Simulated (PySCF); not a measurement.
ClGeH₅Si, SMILES `[SiH3][GeH2][Cl]`.

Method: ωB97X/def2-TZVP; geometry: GFN2-xTB; program: PySCF. No frequency check shows the geometry to be a minimum. GFN2-xTB bond lengths at metals and heavier atoms can be off by up to 0.1 Å and shapes distorted, which carries into these values.

Cartesian coordinates (Å):

```
Si1      1.9587    0.5239   -0.0000
Ge2     -0.1164   -0.5930   -0.0000
Cl3     -1.7708    0.7308   -0.0000
H4       3.0293   -0.4686    0.0730
H5       2.1097    1.3040   -1.2279
H6       2.0509    1.4165    1.1547
H7      -0.3916   -1.5152    1.1852
H8      -0.3926   -1.5175   -1.1832
```

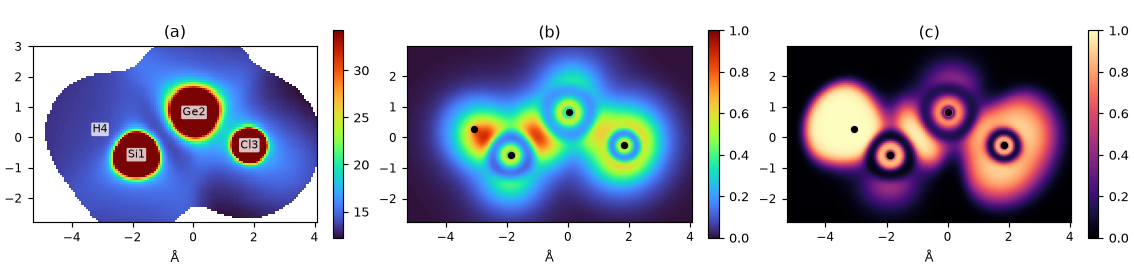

Three fields in the plane of Si1, Ge2, Cl3 and H4.

The panels show, in some order, the average local ionisation energy, electron localisation function (ELF) and localised orbital locator (LOL). Which is which?

Answer. (a) is the average local ionisation energy: it is high near the heavier nuclei and lowest where loosely bound electrons reach out. (b) is the localised orbital locator (LOL): it runs from 0 to 1, peaks where electrons are localised, as in bonds, and fades smoothly outside. (c) is the electron localisation function (ELF): it runs from 0 to 1 and is close to 1 over wide basins that fill the valence regions.
